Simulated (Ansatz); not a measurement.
```xyz
9

Zn   -0.7372   -0.6392   -0.9408
F     0.3119    0.6248   -1.7916
Cl   -2.2180   -2.1017   -1.4488
H     0.5809    0.4878    0.9085
N    -0.0877   -0.3026    1.0059
H     1.0846    1.3590   -0.8291
F     1.4859    1.6921    0.0030
H    -0.8244   -0.0292    1.6602
H     0.4039   -1.0912    1.4327
```

The calculation used Ansatz 0.2.0, RKS B3LYP/def2-SVP.

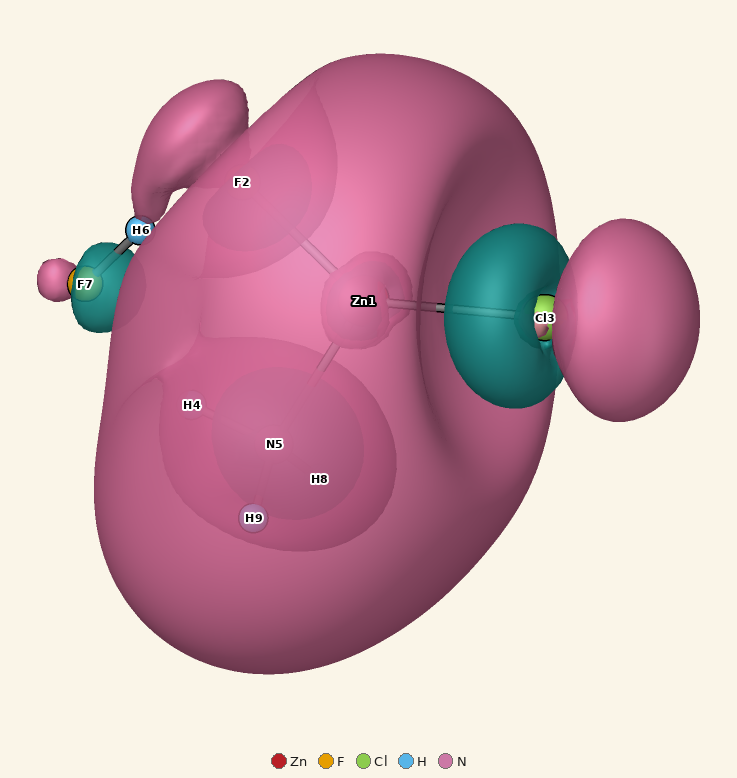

ClFH$_{3}$NZn···HF. One frontier orbital at ±0.05 Å⁻³ᐟ² (teal and pink are the two phases), seen at a tilt.

> Which orbital is it: HOMO or LUMO?

The LUMO, at −1.05 eV. By Hirshfeld shares it lies mainly on Zn1 (about 45 %), Cl3 (about 15 %), N5 (about 10 %), H8 (about 10 %), H9 (about 10 %) and F2 (about 5 %).
